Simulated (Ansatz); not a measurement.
# Map of one atom of the cell for PbS (rock salt)

PbS (rock salt)

```xyz
2
Lattice="0.0000 3.0045 3.0045 3.0045 0.0000 3.0045 3.0045 3.0045 0.0000" Properties=species:S:1:pos:R:3 pbc="T T T"
S      0.0000     0.0000     0.0000
Pb     3.0045     3.0045     3.0045
```

In this cell atom 2 (Pb, nearest neighbour S at 3.004 Å; its periodic images, 4.2 Å or more away, move with it) is moved by u·(0.707, 0.707, 0.000) + v·(0.000, 0.000, 1.000); the rest is frozen.

All values below come from PBE (plane waves to 420 eV, PAW, scalar-relativistic; Ansatz, a first-principles code). k mesh 8×8×8 (Γ-centred), Fermi-Dirac smearing 0.05 eV. Energies are smeared free energies. Fu and Fv are the components of the force on the atom. PbS was relaxed with its symmetry unable to fall. Spin-orbit coupling is left out, though Pb is heavy. ΔE is measured from the undisplaced structure. Axes are in Å.

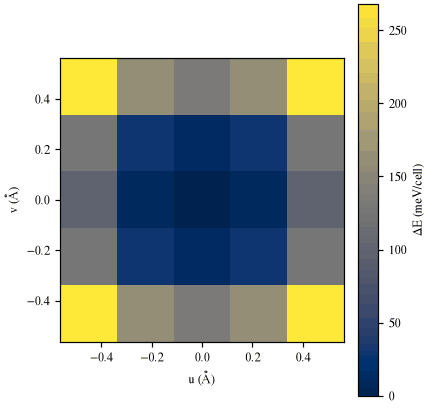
ΔE (meV/cell) over the 5×5 grid of computed points.

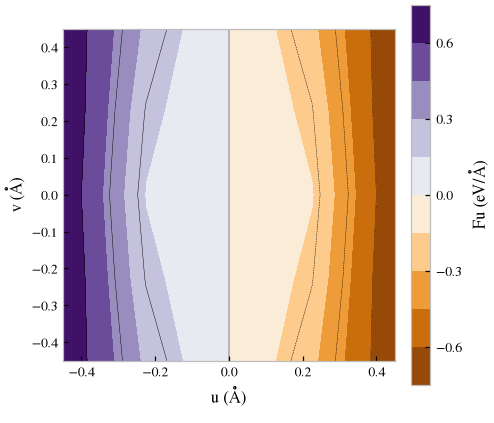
*Fu (eV/Å) over the 5×5 grid of computed points.*

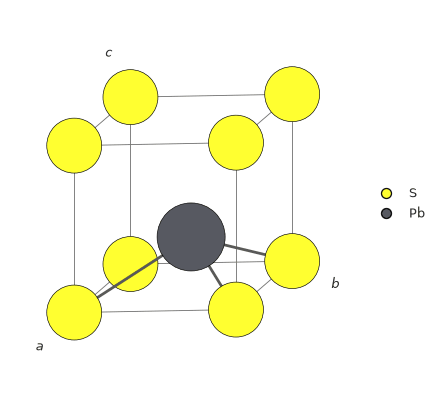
Figure: The cell of the calculation at u = -0.450 Å, v = 0.450 Å.

Highest place on the grid, met at several equal points: u = -0.450 Å, v = -0.450 Å; u = 0.450 Å, v = -0.450 Å; u = -0.450 Å, v = 0.450 Å; u = 0.450 Å, v = 0.450 Å (268.1 meV/cell). Lowest place on the grid: u = 0.000 Å, v = 0.000 Å (0.0 meV/cell).

(A displaced cell: forces are minus the slopes of the energy, force constants its curvatures, and phonons follow from these.)
